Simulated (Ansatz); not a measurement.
| atom | x (Å) | y (Å) | z (Å) |
| --- | --- | --- | --- |
| Ge | -0.0509 | 0.2791 | -0.9573 |
| F | 1.4703 | 0.2857 | 0.8385 |
| H | 1.0366 | -0.5304 | 0.9940 |
| H | -1.0193 | 1.1012 | 0.0018 |
| F | -0.1819 | -1.2418 | 0.0109 |

Method: Ansatz 0.2.0, RKS BHLYP/def2-SVP.

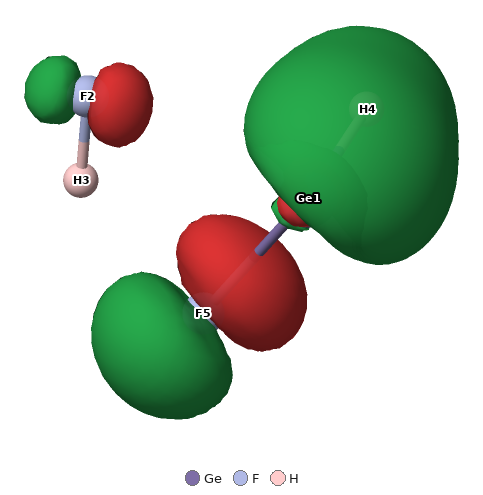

FGeH···HF. The HOMO−1 at ±0.15 Å⁻³ᐟ² (green and red are the two phases), seen across its widest extent.

> Describe this orbital and give its energy.

Its weight (Hirshfeld) is mainly on F5 (about 40 %), Ge1 (about 35 %) and H4 (about 20 %). Its energy is −12.43 eV.
